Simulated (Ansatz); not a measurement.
# CH6FN3: inversion of the pyramid at N1, part 2 of 2

Wanted: the energy profile along the inversion of the pyramid at N1, from relaxed end points and a band of images. SMILES of the start: NC(N)(N)F.

Ansatz 0.2.0; RKS PBE-D4/6-31G*. The steps go on from the part before.

## (4) The band

crystal.atoms is end A as relaxed above, and neb.final_atoms is end B, turned to lie on A. With 7 inner images the band has 9 in all.

File input.yaml:

```yaml
crystal:
  periodic: [false, false, false]
  atoms:
    - { symbol: "N", position_ang: [-0.267521, 1.286338, 0.404005] }
    - { symbol: C, position_ang: [0.289969, 0.003587, -0.008483] }
    - { symbol: "N", position_ang: [0.223251, -0.867834, 1.115069] }
    - { symbol: "N", position_ang: [-0.262244, -0.717046, -1.149529] }
    - { symbol: F, position_ang: [1.608804, 0.329392, -0.424154] }
    - { symbol: H, position_ang: [-0.190374, 1.948747, -0.375004] }
    - { symbol: H, position_ang: [-1.262644, 1.163265, 0.618965] }
    - { symbol: H, position_ang: [0.685875, -1.751897, 0.888073] }
    - { symbol: H, position_ang: [0.682275, -0.42622, 1.915932] }
    - { symbol: H, position_ang: [-0.184682, -0.127572, -1.985028] }
    - { symbol: H, position_ang: [-1.257209, -0.897761, -0.979447] }
basis:
  gaussian: { orbitals: "6-31G*" }
hamiltonian:
  xc: pbe
  dispersion: d4
neb:
  order_check: false
  images: 7
  f_tol: 0.05
  max_iterations: 46
  initial_path: idpp
  final_atoms:
    - { symbol: "N", position_ang: [-0.67867493, 1.12447179, 0.23351436] }
    - { symbol: C, position_ang: [0.16263324, -0.0235749, -0.02546329] }
    - { symbol: "N", position_ang: [0.1490979, -0.90168868, 1.10010418] }
    - { symbol: "N", position_ang: [-0.21580149, -0.78049193, -1.19942706] }
    - { symbol: F, position_ang: [1.50291495, 0.43492297, -0.32589648] }
    - { symbol: H, position_ang: [-0.47987881, 1.82632513, -0.48954625] }
    - { symbol: H, position_ang: [-0.41745785, 1.55993171, 1.12808238] }
    - { symbol: H, position_ang: [0.732423, -1.71087145, 0.86752769] }
    - { symbol: H, position_ang: [0.55532227, -0.44058884, 1.92101953] }
    - { symbol: H, position_ang: [-0.01528767, -0.21512157, -2.03096293] }
    - { symbol: H, position_ang: [-1.2297906, -0.93031523, -1.15855312] }
```

On the command line:

```console
> ansatz run input.yaml --threads 1 --pin off --max-ram 2048MiB --backend cpu --events-out ev --progress --plain --runs-dir out
```

The program printed (excerpt; [...] marks lines left out):

```text
Warning: RAYON_NUM_THREADS=1 ignored (pool sized by the plan → 1); use --threads N
[...]
Functional definition: PBE
[...]
1103 factors; their error is unknown
[...]
mean field -8312.12441664 eV, -305.4649381512 hartree, gradient 4.6e-5 eV, S^2 0.000000; 0 other end points of the search recorded, 0 dependent functions left out
[...]
reference -8312.12443786 eV, -305.4649389311 hartree; 21, 21 occupied and 66, 66 virtual orbitals, 1103 factors
1103 factors; their error is unknown
[...]
mean field -8312.12070490 eV, -305.4648017473 hartree, gradient 7.9e-6 eV, S^2 0.000000; 0 other end points of the search recorded, 0 dependent functions left out
[...]
reference -8312.12072609 eV, -305.4648025262 hartree; 21, 21 occupied and 66, 66 virtual orbitals, 1103 factors
NEB end point (image 0): max|allowed force component| = 4.224e-3 eV/Å (the criterion of neb.relax_end_points is 1.000e-2)
[...]
Atom 1 at     0.236530    -0.000433    -0.035468 Å, force    -0.004756    -0.000338     0.001618 eV/Å
Atom 2 at     0.144854    -0.833638     1.122608 Å, force     0.004466     0.007501    -0.008933 eV/Å
Atom 3 at    -0.164618    -0.809570    -1.190879 Å, force     0.000151    -0.009801     0.000291 eV/Å
Atom 4 at     1.582154     0.369720    -0.366886 Å, force     0.011504     0.005625    -0.001778 eV/Å
Atom 5 at    -0.279344     2.033640    -0.327193 Å, force     0.010935    -0.003467     0.003001 eV/Å
Atom 6 at    -1.117194     1.254988     0.997217 Å, force     0.000620    -0.008217    -0.001007 eV/Å
Atom 7 at     0.576414    -1.735658     0.903456 Å, force    -0.005436     0.004023     0.001774 eV/Å
Atom 8 at     0.652465    -0.396539     1.897641 Å, force    -0.001670     0.001390    -0.001524 eV/Å
Atom 9 at     0.084149    -0.280098    -2.034129 Å, force    -0.001780     0.000449     0.000943 eV/Å
Atom 10 at    -1.189688    -0.868150    -1.176168 Å, force    -0.003565    -0.001146    -0.001523 eV/Å
Dipole moment:    -0.258737     0.262569     0.084330 e Å
this run last wrote the band of iteration 6 to <dir>
```

Run time: 5.4 min. Hardware: 1 thread of Intel Xeon at 2.50GHz (Skylake/Cascade Lake), shared host; peak memory 0.18 GiB.

## (5) Images and barrier

The 7 inner images lie between the fixed ends 0 and 8. Energy is taken from image 0, and the path length is the program's own coordinate along the band.

| image | path (Å) | energy (eV) | sum of angles at N1 (°) | band force (eV/Å) |
| --- | --- | --- | --- | --- |
| 0 | 0.000 | 0.0000 | 325.9 | - |
| 1 | 0.199 | 0.0042 | 327.0 | 0.012 |
| 2 | 0.398 | 0.0283 | 334.2 | 0.029 |
| 3 | 0.596 | 0.1161 | 351.5 | 0.022 |
| 4* | 0.795 | 0.1853 | 360.0 | 0.012 |
| 5 | 1.065 | 0.0799 | 342.6 | 0.012 |
| 6 | 1.336 | 0.0266 | 328.2 | 0.017 |
| 7 | 1.606 | 0.0102 | 325.5 | 0.017 |
| 8 | 1.877 | 0.0042 | 323.7 | - |

The star marks the climbing image.

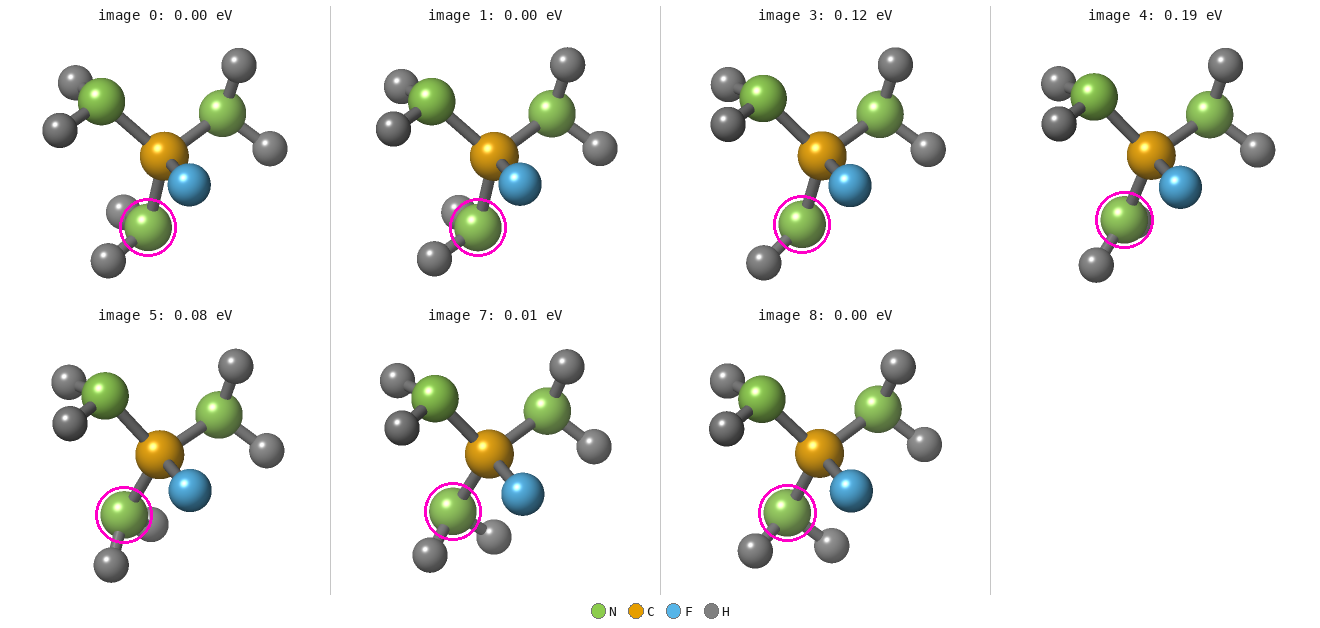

The images of the last band, seen from a chosen angle. Ringed: N1. Sticks join atoms closer than a bonding distance in each image.

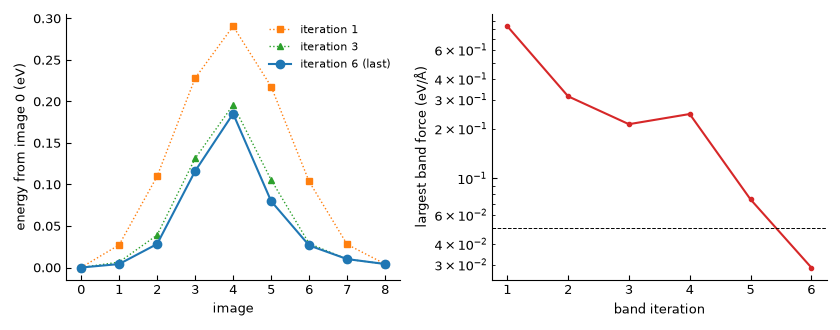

Left: energy of each image for early iterations and the last one (lines only join the points; early values far above the last band run off the scale). Right: the largest band force by iteration, with the threshold dashed.

How the highest energy settled:

| iteration | highest image above image 0 (eV) | largest band force (eV/Å) |
| --- | --- | --- |
| 1 | 0.2906 | 0.836 |
| 2 | 0.2078 | 0.314 |
| 3 | 0.1958 | 0.213 |
| 4 | 0.1867 | 0.246 |
| 5 | 0.1856 | 0.075 |
| 6 | 0.1853 | 0.029 |

Positions of all images (Å):

```xyz
11
image=0 dE=0.0000
N    -0.268    1.286    0.404
C     0.290    0.004   -0.008
N     0.223   -0.868    1.115
N    -0.262   -0.717   -1.150
F     1.609    0.329   -0.424
H    -0.190    1.949   -0.375
H    -1.263    1.163    0.619
H     0.686   -1.752    0.888
H     0.682   -0.426    1.916
H    -0.185   -0.128   -1.985
H    -1.257   -0.898   -0.979
11
image=1 dE=0.0042
N    -0.266    1.290    0.399
C     0.288    0.006   -0.007
N     0.205   -0.859    1.121
N    -0.251   -0.718   -1.154
F     1.614    0.316   -0.413
H    -0.273    1.931   -0.401
H    -1.233    1.153    0.710
H     0.642   -1.755    0.892
H     0.684   -0.429    1.917
H    -0.079   -0.168   -2.001
H    -1.265   -0.823   -1.042
11
image=2 dE=0.0283
N    -0.278    1.291    0.386
C     0.274    0.010   -0.014
N     0.178   -0.847    1.122
N    -0.229   -0.737   -1.165
F     1.607    0.318   -0.406
H    -0.330    1.951   -0.393
H    -1.194    1.179    0.825
H     0.598   -1.751    0.892
H     0.676   -0.421    1.908
H     0.012   -0.230   -2.022
H    -1.249   -0.819   -1.114
11
image=3 dE=0.1161
N    -0.346    1.256    0.325
C     0.252    0.005   -0.026
N     0.155   -0.840    1.122
N    -0.195   -0.778   -1.182
F     1.593    0.341   -0.391
H    -0.316    2.004   -0.361
H    -1.160    1.225    0.930
H     0.578   -1.744    0.896
H     0.663   -0.407    1.899
H     0.059   -0.267   -2.033
H    -1.218   -0.851   -1.158
11
image=4 dE=0.1853
N    -0.460    1.209    0.230
C     0.237    0.000   -0.035
N     0.145   -0.834    1.123
N    -0.165   -0.810   -1.191
F     1.582    0.370   -0.367
H    -0.279    2.034   -0.327
H    -1.117    1.255    0.997
H     0.576   -1.736    0.903
H     0.652   -0.397    1.898
H     0.084   -0.280   -2.034
H    -1.190   -0.868   -1.176
11
image=5 dE=0.0799
N    -0.622    1.163    0.122
C     0.208   -0.004   -0.047
N     0.132   -0.825    1.121
N    -0.135   -0.831   -1.200
F     1.548    0.427   -0.332
H    -0.224    2.017   -0.266
H    -1.008    1.283    1.057
H     0.581   -1.721    0.908
H     0.636   -0.381    1.895
H     0.110   -0.288   -2.036
H    -1.161   -0.895   -1.201
11
image=6 dE=0.0266
N    -0.702    1.136    0.128
C     0.175   -0.007   -0.042
N     0.107   -0.845    1.113
N    -0.112   -0.818   -1.212
F     1.512    0.476   -0.280
H    -0.276    1.954   -0.321
H    -0.836    1.353    1.120
H     0.603   -1.716    0.899
H     0.577   -0.391    1.902
H     0.151   -0.271   -2.039
H    -1.133   -0.928   -1.249
11
image=7 dE=0.0102
N    -0.725    1.113    0.163
C     0.166   -0.012   -0.024
N     0.089   -0.883    1.104
N    -0.097   -0.787   -1.221
F     1.509    0.486   -0.224
H    -0.387    1.889   -0.418
H    -0.698    1.438    1.136
H     0.638   -1.720    0.888
H     0.502   -0.432    1.928
H     0.181   -0.224   -2.032
H    -1.113   -0.923   -1.279
11
image=8 dE=0.0042
N    -0.682    1.124    0.228
C     0.163   -0.024   -0.021
N     0.113   -0.917    1.091
N    -0.182   -0.763   -1.216
F     1.513    0.434   -0.275
H    -0.459    1.835   -0.479
H    -0.446    1.546    1.136
H     0.701   -1.725    0.865
H     0.496   -0.469    1.930
H     0.045   -0.187   -2.033
H    -1.198   -0.910   -1.208
```

## (6) Frequencies at the highest image

The geometry is the highest inner image of the first converged band.

File input.yaml:

```yaml
crystal:
  periodic: [false, false, false]
  atoms:
    - { symbol: "N", position_ang: [-0.460222, 1.208737, 0.2302] }
    - { symbol: C, position_ang: [0.23653, -0.000433, -0.035468] }
    - { symbol: "N", position_ang: [0.144854, -0.833638, 1.122608] }
    - { symbol: "N", position_ang: [-0.164618, -0.80957, -1.190879] }
    - { symbol: F, position_ang: [1.582154, 0.36972, -0.366886] }
    - { symbol: H, position_ang: [-0.279344, 2.03364, -0.327193] }
    - { symbol: H, position_ang: [-1.117194, 1.254988, 0.997217] }
    - { symbol: H, position_ang: [0.576414, -1.735658, 0.903456] }
    - { symbol: H, position_ang: [0.652465, -0.396539, 1.897641] }
    - { symbol: H, position_ang: [0.084149, -0.280098, -2.034129] }
    - { symbol: H, position_ang: [-1.189688, -0.86815, -1.176168] }
basis:
  gaussian: { orbitals: "6-31G*" }
hamiltonian:
  xc: pbe
  dispersion: d4
phonons: {}
```

On the command line:

```console
> ansatz run input.yaml --threads 1 --pin off --max-ram 2048MiB --backend cpu --events-out ev --progress --plain --runs-dir out
```

The program printed (excerpt; [...] marks lines left out):

```text
Warning: RAYON_NUM_THREADS=1 ignored (pool sized by the plan → 1); use --threads N
[...]
[... 1 set-up line as earlier in the session ...]
[...]
1103 factors; their error is unknown
[...]
mean field -8311.93960333 eV, -305.4581463872 hartree, gradient 4.5e-5 eV, S^2 0.000000; 0 other end points of the search recorded, 0 dependent functions left out
[...]
reference -8311.93962576 eV, -305.4581472118 hartree; 21, 21 occupied and 66, 66 virtual orbitals, 1103 factors
[...]
1103 factors; their error is unknown
mean field -8311.93946429 eV, -305.4581412778 hartree, gradient 2.7e-6 eV, S^2 0.000000; 0 other end points of the search recorded, 0 dependent functions left out
[...]
reference -8311.93948673 eV, -305.4581421024 hartree; 21, 21 occupied and 66, 66 virtual orbitals, 1103 factors
[...]
1103 factors; their error is unknown
mean field -8311.93952926 eV, -305.4581436653 hartree, gradient 2.7e-6 eV, S^2 0.000000; 0 other end points of the search recorded, 0 dependent functions left out
[...]
WARN: phonons: modes at or below zero, which the zero-point energy, F, S and C_V leave out: 1, the lowest at -620.93 cm⁻¹. A minimum has none, and a first-order saddle one
[...]
Atom 2 at     0.144854    -0.833638     1.122608 Å, force     0.004622     0.007764    -0.009256 eV/Å
Atom 3 at    -0.164618    -0.809570    -1.190879 Å, force     0.000238    -0.009457     0.000896 eV/Å
Atom 4 at     1.582154     0.369720    -0.366886 Å, force     0.011386     0.005639    -0.001763 eV/Å
Atom 5 at    -0.279344     2.033640    -0.327193 Å, force     0.010923    -0.003339     0.003139 eV/Å
Atom 6 at    -1.117194     1.254988     0.997217 Å, force     0.000650    -0.008157    -0.000978 eV/Å
Atom 7 at     0.576414    -1.735658     0.903456 Å, force    -0.005493     0.003841     0.001800 eV/Å
Atom 8 at     0.652465    -0.396539     1.897641 Å, force    -0.001732     0.001288    -0.001397 eV/Å
Atom 9 at     0.084149    -0.280098    -2.034129 Å, force    -0.001765     0.000177     0.000529 eV/Å
Atom 10 at    -1.189688    -0.868150    -1.176168 Å, force    -0.003572    -0.001202    -0.001585 eV/Å
Dipole moment:    -0.258739     0.262568     0.084330 e Å
Vibrations: -620.93 143.65 274.33 374.45 385.38 445.89 494.94 510.08 548.89 789.75 835.10 871.68 931.11 1041.20 1059.82 1242.91 1338.25 1356.58 1571.28 1625.07 1627.93 3393.10 3427.83 3488.30 3527.75 3574.13 3705.94 cm⁻¹, zero-point energy 2.391987 eV
```

Wall time 4.3 min (1 thread of Intel Xeon at 2.50GHz (Skylake/Cascade Lake), shared host); peak memory 0.13 GiB.

Of 27 modes, 1 is imaginary by more than 30 cm⁻¹ (621i cm⁻¹).

## (7) Results

This closing draws on all 2 parts.

```
                    quantity                     value
                       end A   6 moves, 1.181 eV lower
                       end B  15 moves, 1.206 eV lower
            barrier forwards                   0.19 eV
           barrier backwards                   0.18 eV
second end relative to first                 +0.004 eV
               highest image     4 of 0 to 8, climbing
             band iterations                         6
  imaginary modes at the top                 621i cm⁻¹
```

What this shows: Along this path the system climbs 0.19 eV from the first end (7 kT at 300 K); with a typical attempt rate of 10^13 per second that is roughly 10^10 events a second. The ends differ by 5 meV at most. One imaginary mode, as a first-order saddle point has. Zero-point energy and entropy are left out. Tunnelling, which matters where hydrogen moves, is missing too.
